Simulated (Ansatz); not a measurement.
Bond stretch in SiH (cation, charge +1), singlet.

RKS-PBE = restricted PBE/aug-cc-pVDZ (Ansatz, an electronic-structure program); RKS-B3LYP = Ansatz with restricted B3LYP/aug-cc-pVDZ; RKS-CAM-B3LYP = restricted CAM-B3LYP/aug-cc-pVDZ run with Ansatz; UCCSD(T) = CCSD(T) on UHF/aug-cc-pVDZ, frozen core in Ansatz; UKS-CAM-B3LYP = unrestricted CAM-B3LYP/aug-cc-pVDZ (Ansatz); UKS-B3LYP = Ansatz with unrestricted B3LYP/aug-cc-pVDZ; UKS-PBE = unrestricted PBE/aug-cc-pVDZ (Ansatz); FCI = Ansatz with full CI/aug-cc-pVDZ, frozen core.

Cost and accuracy over the 22 points of the scan, with FCI as yardstick. Costs are rough ratios of core time within Ansatz on shared cores, each with its mean field (Kohn-Sham runs search longer for lower solutions than correlated ones do); the miss is the largest error against full CI of the curve after the mean shift, in mEh.

### Question
Which is the cheapest of these levels that stays within 6.4 mEh of FCI?

### Answer
UCCSD(T).

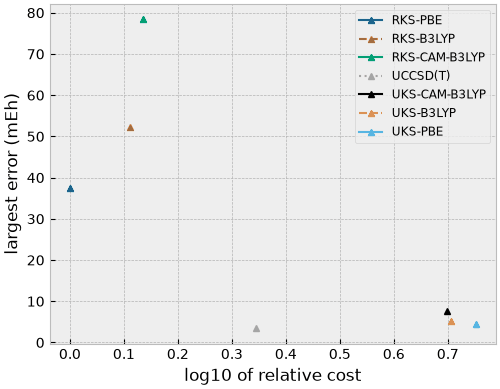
Figure: Miss against cost, one point a level.

| level | relative cost | largest error |
|---|---|---|
| RKS-PBE | 1 | 37.4 |
| RKS-B3LYP | 1 | 52.3 |
| RKS-CAM-B3LYP | 1 | 78.4 |
| UCCSD(T) | 2 | 3.5 |
| UKS-CAM-B3LYP | 5 | 7.6 |
| UKS-B3LYP | 5 | 5.2 |
| UKS-PBE | 6 | 4.6 |

Costs within a factor of two of each other count as equal.

The restricted form behind RKS-PBE, RKS-B3LYP, RKS-CAM-B3LYP keeps the bonding electrons paired and can't separate into open-shell fragments. The unrestricted determinant behind UCCSD(T) is spin-contaminated at 1.23 to 1.63, 2.03 to 6.07 Å (<S²> up to 1.0, against 0.00 for a pure singlet). The unrestricted determinant behind UKS-CAM-B3LYP, UKS-B3LYP is spin-contaminated at 2.53 to 6.07 Å (<S²> up to 1.0, against 0.00 for a pure singlet). The unrestricted solution behind UKS-PBE changes between 2.72 and 3.06 Å, which can leave a kink. The unrestricted determinant behind UKS-PBE is spin-contaminated at 2.72 to 6.07 Å (<S²> up to 1.0, against 0.00 for a pure singlet).
